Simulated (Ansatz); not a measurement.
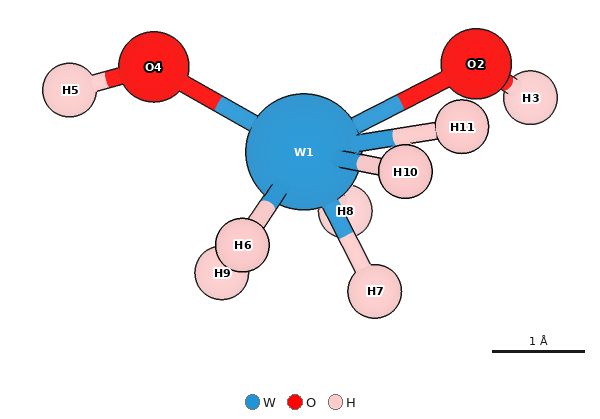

The starting structure (ball-and-stick view, seen at a tilt; atoms are numbered from 1 in the order of the input). Sticks mark near contacts.

**Run report: WH$_{8}$O$_{2}$, molecular dynamics (part 1 of 5)**

- system: WH$_{8}$O$_{2}$
- method: RKS PBE-D4/def2-SVP (Ansatz 0.2.0)

It belongs to a series of runs on one base structure; here: dynamics from the highest image of the converged band. Figures and captions count atoms from 1; the log counts them from 0 in places.

## The input
```yaml
crystal:
  periodic: [false, false, false]
  atoms:
    - { symbol: W, position_ang: [0.603037, 0.055658, 0.394885] }
    - { symbol: O, position_ang: [0.012974, 0.08687, 2.441136] }
    - { symbol: H, position_ang: [-0.843775, -0.325306, 2.659593] }
    - { symbol: O, position_ang: [2.206397, -0.785247, -0.169566] }
    - { symbol: H, position_ang: [2.541786, -1.149855, -1.007834] }
    - { symbol: H, position_ang: [0.694473, 1.212407, -0.844228] }
    - { symbol: H, position_ang: [-0.953565, 0.587607, -0.066653] }
    - { symbol: H, position_ang: [-0.628496, -1.096114, 0.362476] }
    - { symbol: H, position_ang: [0.065326, -0.375663, -1.131573] }
    - { symbol: H, position_ang: [0.237891, 1.764227, 0.993513] }
    - { symbol: H, position_ang: [-0.009848, 1.228315, 1.807651] }
basis:
  gaussian: { orbitals: def2-SVP }
hamiltonian:
  xc: pbe
  dispersion: d4
md:
  timestep: 0.5
  n_steps: 200
  ensemble: nve
  temperature: 100.0
  initial_velocities: maxwell_boltzmann
  seed: 2535
```

Launched with:
```bash
ansatz run input.yaml --threads 2 --pin off --max-ram 3072MiB --backend cpu --events-out ev --progress --plain --runs-dir out
```

## Log
```
Engine: ansatz 0.2.0, aarch64-unknown-linux-gnu
Functional definition: PBE
  parameter kappa = 0.804
  parameter beta = 0.06672455060314922
  exchange = pbe_x(kappa = kappa, mu = beta*pi^2/3)
  correlation = pbe_c(beta = beta)
1057 factors; their error is unknown
mean field evaluation 1: about -6033.6521 eV, gradient 6.9e1 eV
mean field evaluation 2: about -5964.3017 eV, gradient 1.9e2 eV
mean field evaluation 4: about -6041.1549 eV, gradient 2.2e1 eV
mean field evaluation 8: about -6042.2740 eV, gradient 3.8e-1 eV
mean field evaluation 16: about -6042.2266 eV, gradient 1.2e-3 eV
mean field -6042.22662440 eV, -222.0477328783 hartree, gradient 3.7e-5 eV, S^2 0.000000; 0 other end points of the search recorded, 0 dependent functions left out
the calculation of the forces begins
reference -6042.22668903 eV, -222.0477352535 hartree; 19, 19 occupied and 81, 81 virtual orbitals, 1057 factors
md step     0: t =     0.00 fs  T =   100.0 K  F+E_penalty+E_count = -6042.41857385 eV  E_kin = 0.116334 eV  conserved = -6042.30223985 eV  (31 SCF iters)
these checks for a lower state are left out or cut short: starts, cluster_reference, orbital_swaps, neighbouring_geometries, increment
1057 factors; their error is unknown
mean field -6042.22470542 eV, -222.0476623571 hartree, gradient 1.5e-5 eV, S^2 0.000000; 0 other end points of the search recorded, 0 dependent functions left out
the calculation of the forces begins
reference -6042.22476992 eV, -222.0476647276 hartree; 19, 19 occupied and 81, 81 virtual orbitals, 1057 factors
md step     1: t =     0.50 fs  T =    98.5 K  F+E_penalty+E_count = -6042.41684649 eV  E_kin = 0.114626 eV  conserved = -6042.30222085 eV  (35 SCF iters, 7 dispersion substeps)
[... from here on the SCF iterations and repeated set-up lines of each step are left out, up to the last step ...]
md step     2: t =     1.00 fs  T =    94.4 K  F+E_penalty+E_count = -6042.41194558 eV  E_kin = 0.109780 eV  conserved = -6042.30216576 eV  (35 SCF iters, 7 dispersion substeps)
md step     3: t =     1.50 fs  T =    88.2 K  F+E_penalty+E_count = -6042.40474445 eV  E_kin = 0.102654 eV  conserved = -6042.30209012 eV  (35 SCF iters, 7 dispersion substeps)
md step     4: t =     2.00 fs  T =    81.2 K  F+E_penalty+E_count = -6042.39643697 eV  E_kin = 0.094423 eV  conserved = -6042.30201376 eV  (34 SCF iters, 7 dispersion substeps)
md step     5: t =     2.50 fs  T =    74.2 K  F+E_penalty+E_count = -6042.38823014 eV  E_kin = 0.086277 eV  conserved = -6042.30195339 eV  (35 SCF iters, 7 dispersion substeps)
md step     6: t =     3.00 fs  T =    68.0 K  F+E_penalty+E_count = -6042.38107740 eV  E_kin = 0.079158 eV  conserved = -6042.30191905 eV  (34 SCF iters, 7 dispersion substeps)
md step     7: t =     3.50 fs  T =    63.3 K  F+E_penalty+E_count = -6042.37552043 eV  E_kin = 0.073609 eV  conserved = -6042.30191181 eV  (35 SCF iters, 7 dispersion substeps)
md step     8: t =     4.00 fs  T =    60.0 K  F+E_penalty+E_count = -6042.37167372 eV  E_kin = 0.069750 eV  conserved = -6042.30192415 eV  (34 SCF iters, 7 dispersion substeps)
md step     9: t =     4.50 fs  T =    57.9 K  F+E_penalty+E_count = -6042.36934088 eV  E_kin = 0.067396 eV  conserved = -6042.30194465 eV  (34 SCF iters, 7 dispersion substeps)
md step    10: t =     5.00 fs  T =    56.9 K  F+E_penalty+E_count = -6042.36819935 eV  E_kin = 0.066237 eV  conserved = -6042.30196219 eV  (34 SCF iters, 7 dispersion substeps)
md step    11: t =     5.50 fs  T =    56.7 K  F+E_penalty+E_count = -6042.36796837 eV  E_kin = 0.065996 eV  conserved = -6042.30197253 eV  (34 SCF iters, 7 dispersion substeps)
md step    12: t =     6.00 fs  T =    57.2 K  F+E_penalty+E_count = -6042.36847153 eV  E_kin = 0.066491 eV  conserved = -6042.30198032 eV  (33 SCF iters, 7 dispersion substeps)
md step    13: t =     6.50 fs  T =    58.1 K  F+E_penalty+E_count = -6042.36956619 eV  E_kin = 0.067571 eV  conserved = -6042.30199511 eV  (34 SCF iters, 7 dispersion substeps)
md step    14: t =     7.00 fs  T =    59.3 K  F+E_penalty+E_count = -6042.37099922 eV  E_kin = 0.068976 eV  conserved = -6042.30202362 eV  (34 SCF iters, 7 dispersion substeps)
md step    15: t =     7.50 fs  T =    60.4 K  F+E_penalty+E_count = -6042.37230884 eV  E_kin = 0.070246 eV  conserved = -6042.30206268 eV  (35 SCF iters, 7 dispersion substeps)
md step    16: t =     8.00 fs  T =    60.8 K  F+E_penalty+E_count = -6042.37287546 eV  E_kin = 0.070776 eV  conserved = -6042.30209897 eV  (34 SCF iters, 7 dispersion substeps)
md step    17: t =     8.50 fs  T =    60.2 K  F+E_penalty+E_count = -6042.37212655 eV  E_kin = 0.070011 eV  conserved = -6042.30211577 eV  (35 SCF iters, 7 dispersion substeps)
md step    18: t =     9.00 fs  T =    58.2 K  F+E_penalty+E_count = -6042.36979495 eV  E_kin = 0.067693 eV  conserved = -6042.30210205 eV  (32 SCF iters, 7 dispersion substeps)
md step    19: t =     9.50 fs  T =    55.0 K  F+E_penalty+E_count = -6042.36609198 eV  E_kin = 0.064034 eV  conserved = -6042.30205816 eV  (34 SCF iters, 7 dispersion substeps)
md step    20: t =    10.00 fs  T =    51.3 K  F+E_penalty+E_count = -6042.36170546 eV  E_kin = 0.059710 eV  conserved = -6042.30199519 eV  (34 SCF iters, 7 dispersion substeps)
md step    21: t =    10.50 fs  T =    47.9 K  F+E_penalty+E_count = -6042.35762534 eV  E_kin = 0.055695 eV  conserved = -6042.30193070 eV  (34 SCF iters, 7 dispersion substeps)
md step    22: t =    11.00 fs  T =    45.5 K  F+E_penalty+E_count = -6042.35486943 eV  E_kin = 0.052987 eV  conserved = -6042.30188203 eV  (34 SCF iters, 7 dispersion substeps)
md step    23: t =    11.50 fs  T =    45.0 K  F+E_penalty+E_count = -6042.35421217 eV  E_kin = 0.052352 eV  conserved = -6042.30186052 eV  (35 SCF iters, 7 dispersion substeps)
md step    24: t =    12.00 fs  T =    46.5 K  F+E_penalty+E_count = -6042.35600388 eV  E_kin = 0.054135 eV  conserved = -6042.30186880 eV  (34 SCF iters, 7 dispersion substeps)
md step    25: t =    12.50 fs  T =    50.1 K  F+E_penalty+E_count = -6042.36012923 eV  E_kin = 0.058229 eV  conserved = -6042.30190039 eV  (34 SCF iters, 7 dispersion substeps)
md step    26: t =    13.00 fs  T =    55.2 K  F+E_penalty+E_count = -6042.36610942 eV  E_kin = 0.064167 eV  conserved = -6042.30194233 eV  (34 SCF iters, 7 dispersion substeps)
md step    27: t =    13.50 fs  T =    61.3 K  F+E_penalty+E_count = -6042.37330613 eV  E_kin = 0.071326 eV  conserved = -6042.30198012 eV  (34 SCF iters, 7 dispersion substeps)
md step    28: t =    14.00 fs  T =    68.0 K  F+E_penalty+E_count = -6042.38114826 eV  E_kin = 0.079144 eV  conserved = -6042.30200379 eV  (34 SCF iters, 7 dispersion substeps)
md step    29: t =    14.50 fs  T =    75.0 K  F+E_penalty+E_count = -6042.38928568 eV  E_kin = 0.087273 eV  conserved = -6042.30201249 eV  (34 SCF iters, 7 dispersion substeps)
md step    30: t =    15.00 fs  T =    82.2 K  F+E_penalty+E_count = -6042.39759992 eV  E_kin = 0.095585 eV  conserved = -6042.30201510 eV  (34 SCF iters, 7 dispersion substeps)
md step    31: t =    15.50 fs  T =    89.4 K  F+E_penalty+E_count = -6042.40607005 eV  E_kin = 0.104046 eV  conserved = -6042.30202425 eV  (34 SCF iters, 7 dispersion substeps)
md step    32: t =    16.00 fs  T =    96.7 K  F+E_penalty+E_count = -6042.41458217 eV  E_kin = 0.112535 eV  conserved = -6042.30204710 eV  (35 SCF iters, 7 dispersion substeps)
md step    33: t =    16.50 fs  T =   103.8 K  F+E_penalty+E_count = -6042.42281914 eV  E_kin = 0.120739 eV  conserved = -6042.30208004 eV  (34 SCF iters, 7 dispersion substeps)
md step    34: t =    17.00 fs  T =   110.2 K  F+E_penalty+E_count = -6042.43032195 eV  E_kin = 0.128214 eV  conserved = -6042.30210836 eV  (34 SCF iters, 7 dispersion substeps)
md step    35: t =    17.50 fs  T =   115.7 K  F+E_penalty+E_count = -6042.43671161 eV  E_kin = 0.134597 eV  conserved = -6042.30211510 eV  (35 SCF iters, 7 dispersion substeps)
md step    36: t =    18.00 fs  T =   120.2 K  F+E_penalty+E_count = -6042.44194760 eV  E_kin = 0.139857 eV  conserved = -6042.30209032 eV  (35 SCF iters, 7 dispersion substeps)
md step    37: t =    18.50 fs  T =   124.2 K  F+E_penalty+E_count = -6042.44647915 eV  E_kin = 0.144443 eV  conserved = -6042.30203638 eV  (33 SCF iters, 7 dispersion substeps)
md step    38: t =    19.00 fs  T =   128.3 K  F+E_penalty+E_count = -6042.45120687 eV  E_kin = 0.149240 eV  conserved = -6042.30196716 eV  (35 SCF iters, 7 dispersion substeps)
md step    39: t =    19.50 fs  T =   133.6 K  F+E_penalty+E_count = -6042.45726731 eV  E_kin = 0.155365 eV  conserved = -6042.30190193 eV  (34 SCF iters, 7 dispersion substeps)
md step    40: t =    20.00 fs  T =   140.9 K  F+E_penalty+E_count = -6042.46572613 eV  E_kin = 0.163867 eV  conserved = -6042.30185915 eV  (33 SCF iters, 7 dispersion substeps)
md step    41: t =    20.50 fs  T =   150.8 K  F+E_penalty+E_count = -6042.47728206 eV  E_kin = 0.175431 eV  conserved = -6042.30185137 eV  (33 SCF iters, 7 dispersion substeps)
md step    42: t =    21.00 fs  T =   163.5 K  F+E_penalty+E_count = -6042.49206631 eV  E_kin = 0.190184 eV  conserved = -6042.30188196 eV  (34 SCF iters, 9 dispersion substeps)
md step    43: t =    21.50 fs  T =   178.5 K  F+E_penalty+E_count = -6042.50958861 eV  E_kin = 0.207644 eV  conserved = -6042.30194493 eV  (35 SCF iters, 9 dispersion substeps)
md step    44: t =    22.00 fs  T =   195.0 K  F+E_penalty+E_count = -6042.52884208 eV  E_kin = 0.226817 eV  conserved = -6042.30202510 eV  (35 SCF iters, 9 dispersion substeps)
md step    45: t =    22.50 fs  T =   211.8 K  F+E_penalty+E_count = -6042.54854785 eV  E_kin = 0.246445 eV  conserved = -6042.30210289 eV  (34 SCF iters, 9 dispersion substeps)
md step    46: t =    23.00 fs  T =   228.1 K  F+E_penalty+E_count = -6042.56746990 eV  E_kin = 0.265310 eV  conserved = -6042.30215993 eV  (34 SCF iters, 9 dispersion substeps)
md step    47: t =    23.50 fs  T =   242.8 K  F+E_penalty+E_count = -6042.58470063 eV  E_kin = 0.282514 eV  conserved = -6042.30218698 eV  (35 SCF iters, 9 dispersion substeps)
md step    48: t =    24.00 fs  T =   255.8 K  F+E_penalty+E_count = -6042.59980787 eV  E_kin = 0.297622 eV  conserved = -6042.30218627 eV  (35 SCF iters, 9 dispersion substeps)
md step    49: t =    24.50 fs  T =   267.0 K  F+E_penalty+E_count = -6042.61279889 eV  E_kin = 0.310630 eV  conserved = -6042.30216935 eV  (35 SCF iters, 9 dispersion substeps)
md step    50: t =    25.00 fs  T =   276.6 K  F+E_penalty+E_count = -6042.62394585 eV  E_kin = 0.321797 eV  conserved = -6042.30214869 eV  (35 SCF iters, 9 dispersion substeps)
md step    51: t =    25.50 fs  T =   284.9 K  F+E_penalty+E_count = -6042.63359343 eV  E_kin = 0.331463 eV  conserved = -6042.30213059 eV  (35 SCF iters, 9 dispersion substeps)
md step    52: t =    26.00 fs  T =   292.2 K  F+E_penalty+E_count = -6042.64205586 eV  E_kin = 0.339942 eV  conserved = -6042.30211420 eV  (35 SCF iters, 9 dispersion substeps)
md step    53: t =    26.50 fs  T =   298.7 K  F+E_penalty+E_count = -6042.64962755 eV  E_kin = 0.347532 eV  conserved = -6042.30209571 eV  (35 SCF iters, 9 dispersion substeps)
md step    54: t =    27.00 fs  T =   304.8 K  F+E_penalty+E_count = -6042.65665417 eV  E_kin = 0.354581 eV  conserved = -6042.30207353 eV  (35 SCF iters, 9 dispersion substeps)
md step    55: t =    27.50 fs  T =   310.8 K  F+E_penalty+E_count = -6042.66358935 eV  E_kin = 0.361538 eV  conserved = -6042.30205165 eV  (34 SCF iters, 9 dispersion substeps)
md step    56: t =    28.00 fs  T =   317.1 K  F+E_penalty+E_count = -6042.67095940 eV  E_kin = 0.368922 eV  conserved = -6042.30203721 eV  (35 SCF iters, 9 dispersion substeps)
md step    57: t =    28.50 fs  T =   324.2 K  F+E_penalty+E_count = -6042.67916062 eV  E_kin = 0.377126 eV  conserved = -6042.30203447 eV  (32 SCF iters, 11 dispersion substeps)
md step    58: t =    29.00 fs  T =   331.9 K  F+E_penalty+E_count = -6042.68818458 eV  E_kin = 0.386143 eV  conserved = -6042.30204113 eV  (34 SCF iters, 11 dispersion substeps)
md step    59: t =    29.50 fs  T =   340.0 K  F+E_penalty+E_count = -6042.69760943 eV  E_kin = 0.395556 eV  conserved = -6042.30205296 eV  (34 SCF iters, 11 dispersion substeps)
md step    60: t =    30.00 fs  T =   348.0 K  F+E_penalty+E_count = -6042.70687227 eV  E_kin = 0.404802 eV  conserved = -6042.30207076 eV  (34 SCF iters, 11 dispersion substeps)
md step    61: t =    30.50 fs  T =   355.3 K  F+E_penalty+E_count = -6042.71544161 eV  E_kin = 0.413343 eV  conserved = -6042.30209820 eV  (34 SCF iters, 11 dispersion substeps)
md step    62: t =    31.00 fs  T =   361.6 K  F+E_penalty+E_count = -6042.72278840 eV  E_kin = 0.420653 eV  conserved = -6042.30213551 eV  (34 SCF iters, 11 dispersion substeps)
md step    63: t =    31.50 fs  T =   366.3 K  F+E_penalty+E_count = -6042.72834030 eV  E_kin = 0.426166 eV  conserved = -6042.30217452 eV  (34 SCF iters, 11 dispersion substeps)
md step    64: t =    32.00 fs  T =   369.1 K  F+E_penalty+E_count = -6042.73156182 eV  E_kin = 0.429360 eV  conserved = -6042.30220230 eV  (34 SCF iters, 11 dispersion substeps)
md step    65: t =    32.50 fs  T =   369.6 K  F+E_penalty+E_count = -6042.73212932 eV  E_kin = 0.429921 eV  conserved = -6042.30220877 eV  (34 SCF iters, 11 dispersion substeps)
md step    66: t =    33.00 fs  T =   367.8 K  F+E_penalty+E_count = -6042.73006823 eV  E_kin = 0.427874 eV  conserved = -6042.30219431 eV  (34 SCF iters, 11 dispersion substeps)
md step    67: t =    33.50 fs  T =   364.1 K  F+E_penalty+E_count = -6042.72573378 eV  E_kin = 0.423564 eV  conserved = -6042.30216950 eV  (34 SCF iters, 11 dispersion substeps)
md step    68: t =    34.00 fs  T =   358.9 K  F+E_penalty+E_count = -6042.71964106 eV  E_kin = 0.417495 eV  conserved = -6042.30214644 eV  (34 SCF iters, 11 dispersion substeps)
md step    69: t =    34.50 fs  T =   352.6 K  F+E_penalty+E_count = -6042.71227020 eV  E_kin = 0.410140 eV  conserved = -6042.30213025 eV  (34 SCF iters, 11 dispersion substeps)
md step    70: t =    35.00 fs  T =   345.4 K  F+E_penalty+E_count = -6042.70397712 eV  E_kin = 0.401860 eV  conserved = -6042.30211722 eV  (34 SCF iters, 11 dispersion substeps)
md step    71: t =    35.50 fs  T =   337.8 K  F+E_penalty+E_count = -6042.69503784 eV  E_kin = 0.392938 eV  conserved = -6042.30210032 eV  (34 SCF iters, 11 dispersion substeps)
md step    72: t =    36.00 fs  T =   329.8 K  F+E_penalty+E_count = -6042.68574543 eV  E_kin = 0.383669 eV  conserved = -6042.30207662 eV  (34 SCF iters, 11 dispersion substeps)
md step    73: t =    36.50 fs  T =   321.8 K  F+E_penalty+E_count = -6042.67645615 eV  E_kin = 0.374407 eV  conserved = -6042.30204924 eV  (34 SCF iters, 11 dispersion substeps)
md step    74: t =    37.00 fs  T =   314.2 K  F+E_penalty+E_count = -6042.66754730 eV  E_kin = 0.365523 eV  conserved = -6042.30202478 eV  (33 SCF iters, 11 dispersion substeps)
md step    75: t =    37.50 fs  T =   307.1 K  F+E_penalty+E_count = -6042.65932289 eV  E_kin = 0.357314 eV  conserved = -6042.30200919 eV  (33 SCF iters, 11 dispersion substeps)
md step    76: t =    38.00 fs  T =   300.8 K  F+E_penalty+E_count = -6042.65192982 eV  E_kin = 0.349925 eV  conserved = -6042.30200491 eV  (31 SCF iters, 11 dispersion substeps)
md step    77: t =    38.50 fs  T =   295.1 K  F+E_penalty+E_count = -6042.64532476 eV  E_kin = 0.343313 eV  conserved = -6042.30201159 eV  (34 SCF iters, 11 dispersion substeps)
md step    78: t =    39.00 fs  T =   289.9 K  F+E_penalty+E_count = -6042.63928888 eV  E_kin = 0.337262 eV  conserved = -6042.30202721 eV  (33 SCF iters, 11 dispersion substeps)
md step    79: t =    39.50 fs  T =   284.9 K  F+E_penalty+E_count = -6042.63347336 eV  E_kin = 0.331425 eV  conserved = -6042.30204833 eV  (33 SCF iters, 11 dispersion substeps)
md step    80: t =    40.00 fs  T =   279.7 K  F+E_penalty+E_count = -6042.62747074 eV  E_kin = 0.325402 eV  conserved = -6042.30206865 eV  (34 SCF iters, 11 dispersion substeps)
md step    81: t =    40.50 fs  T =   274.1 K  F+E_penalty+E_count = -6042.62092457 eV  E_kin = 0.318845 eV  conserved = -6042.30207949 eV  (34 SCF iters, 11 dispersion substeps)
md step    82: t =    41.00 fs  T =   267.8 K  F+E_penalty+E_count = -6042.61366639 eV  E_kin = 0.311593 eV  conserved = -6042.30207363 eV  (34 SCF iters, 11 dispersion substeps)
md step    83: t =    41.50 fs  T =   261.1 K  F+E_penalty+E_count = -6042.60581735 eV  E_kin = 0.303766 eV  conserved = -6042.30205147 eV  (33 SCF iters, 11 dispersion substeps)
md step    84: t =    42.00 fs  T =   254.2 K  F+E_penalty+E_count = -6042.59776705 eV  E_kin = 0.295743 eV  conserved = -6042.30202362 eV  (34 SCF iters, 11 dispersion substeps)
md step    85: t =    42.50 fs  T =   247.6 K  F+E_penalty+E_count = -6042.59000257 eV  E_kin = 0.287998 eV  conserved = -6042.30200458 eV  (34 SCF iters, 11 dispersion substeps)
md step    86: t =    43.00 fs  T =   241.4 K  F+E_penalty+E_count = -6042.58288103 eV  E_kin = 0.280879 eV  conserved = -6042.30200235 eV  (34 SCF iters, 11 dispersion substeps)
md step    87: t =    43.50 fs  T =   235.9 K  F+E_penalty+E_count = -6042.57649976 eV  E_kin = 0.274487 eV  conserved = -6042.30201291 eV  (34 SCF iters, 11 dispersion substeps)
md step    88: t =    44.00 fs  T =   231.0 K  F+E_penalty+E_count = -6042.57074985 eV  E_kin = 0.268726 eV  conserved = -6042.30202397 eV  (34 SCF iters, 11 dispersion substeps)
md step    89: t =    44.50 fs  T =   226.5 K  F+E_penalty+E_count = -6042.56549765 eV  E_kin = 0.263473 eV  conserved = -6042.30202416 eV  (34 SCF iters, 11 dispersion substeps)
md step    90: t =    45.00 fs  T =   222.4 K  F+E_penalty+E_count = -6042.56075294 eV  E_kin = 0.258742 eV  conserved = -6042.30201103 eV  (35 SCF iters, 11 dispersion substeps)
md step    91: t =    45.50 fs  T =   219.0 K  F+E_penalty+E_count = -6042.55671040 eV  E_kin = 0.254719 eV  conserved = -6042.30199121 eV  (34 SCF iters, 11 dispersion substeps)
md step    92: t =    46.00 fs  T =   216.3 K  F+E_penalty+E_count = -6042.55365511 eV  E_kin = 0.251680 eV  conserved = -6042.30197511 eV  (34 SCF iters, 11 dispersion substeps)
md step    93: t =    46.50 fs  T =   214.8 K  F+E_penalty+E_count = -6042.55180512 eV  E_kin = 0.249833 eV  conserved = -6042.30197170 eV  (35 SCF iters, 11 dispersion substeps)
md step    94: t =    47.00 fs  T =   214.2 K  F+E_penalty+E_count = -6042.55117499 eV  E_kin = 0.249190 eV  conserved = -6042.30198492 eV  (34 SCF iters, 11 dispersion substeps)
md step    95: t =    47.50 fs  T =   214.5 K  F+E_penalty+E_count = -6042.55151328 eV  E_kin = 0.249499 eV  conserved = -6042.30201424 eV  (32 SCF iters, 11 dispersion substeps)
md step    96: t =    48.00 fs  T =   215.1 K  F+E_penalty+E_count = -6042.55231806 eV  E_kin = 0.250264 eV  conserved = -6042.30205417 eV  (33 SCF iters, 11 dispersion substeps)
md step    97: t =    48.50 fs  T =   215.6 K  F+E_penalty+E_count = -6042.55292567 eV  E_kin = 0.250830 eV  conserved = -6042.30209581 eV  (33 SCF iters, 11 dispersion substeps)
md step    98: t =    49.00 fs  T =   215.4 K  F+E_penalty+E_count = -6042.55266166 eV  E_kin = 0.250535 eV  conserved = -6042.30212665 eV  (34 SCF iters, 11 dispersion substeps)
md step    99: t =    49.50 fs  T =   214.0 K  F+E_penalty+E_count = -6042.55104150 eV  E_kin = 0.248907 eV  conserved = -6042.30213425 eV  (34 SCF iters, 11 dispersion substeps)
md step   100: t =    50.00 fs  T =   211.3 K  F+E_penalty+E_count = -6042.54796015 eV  E_kin = 0.245847 eV  conserved = -6042.30211337 eV  (34 SCF iters, 11 dispersion substeps)
md step   101: t =    50.50 fs  T =   207.8 K  F+E_penalty+E_count = -6042.54376244 eV  E_kin = 0.241690 eV  conserved = -6042.30207223 eV  (34 SCF iters, 11 dispersion substeps)
md step   102: t =    51.00 fs  T =   203.8 K  F+E_penalty+E_count = -6042.53910711 eV  E_kin = 0.237076 eV  conserved = -6042.30203064 eV  (35 SCF iters, 11 dispersion substeps)
md step   103: t =    51.50 fs  T =   200.0 K  F+E_penalty+E_count = -6042.53465994 eV  E_kin = 0.232651 eV  conserved = -6042.30200844 eV  (34 SCF iters, 11 dispersion substeps)
md step   104: t =    52.00 fs  T =   196.7 K  F+E_penalty+E_count = -6042.53079109 eV  E_kin = 0.228779 eV  conserved = -6042.30201221 eV  (34 SCF iters, 11 dispersion substeps)
```
